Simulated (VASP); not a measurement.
Band structure of ZnNi (space group F-43m). Method: r2SCAN meta-GGA, VASP's PBE PAW potentials (set 64) (plane waves; VASP 6.6.1).

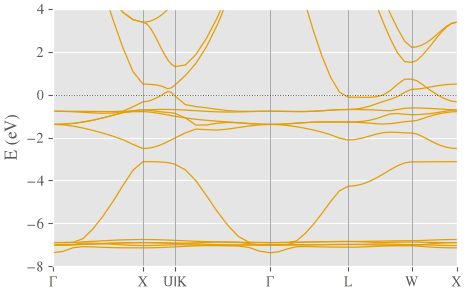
*Bands along high-symmetry lines, zero at the valence-band maximum or, without a gap, the Fermi level*

Problem. Read the plot: is there a gap, and where are the band edges?

Solution. It has no gap at this level: it comes out as a metal or semimetal.

The structure comes from a measured ZnNi entry (F-43m) of the Crystallography Open Database, whose conditions weren't checked. It was relaxed first, which changed the volume by -8 %. The run is not spin-polarised, so no magnetic state was tried.
